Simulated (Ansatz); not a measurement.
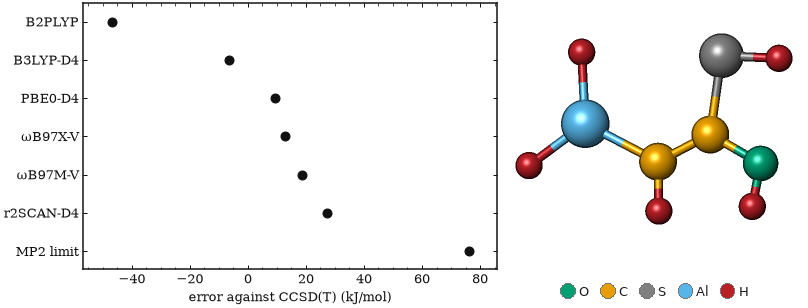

Error in the electronic atomisation energy (method less reference, so positive means overbinding) of C₂H₅AlOS (enol tautomer), SMILES O/C(S)=[CH]/[AlH2], singlet: functionals in def2-TZVPP against frozen-core CCSD(T) at the limit (MP2 extrapolated from triple and quadruple zeta, plus CCSD(T) less MP2 in a smaller set), which gives 3491.1 kJ/mol, at a PBE0-D4/def2-TZVP geometry (no frequency check), no zero-point or spin-orbit term, the Ansatz code. The reference leaves out core correlation, a term that grows with the number of heavy atoms. B2PLYP holds a correlation term that converges slowly with the basis, so part of the distance to the limit is basis error. No dispersion term is added to B2PLYP. Limit means the basis limit.

What range do the values span?

From −46.9 kJ/mol (B2PLYP) to 76.0 kJ/mol (MP2 limit).

Give the values.

| level | kJ/mol |
| --- | --- |
| B2PLYP | −46.9 |
| B3LYP-D4 | −6.5 |
| PBE0-D4 | 9.4 |
| ωB97X-V | 12.9 |
| ωB97M-V | 18.5 |
| r2SCAN-D4 | 27.2 |
| MP2 limit | 76.0 |
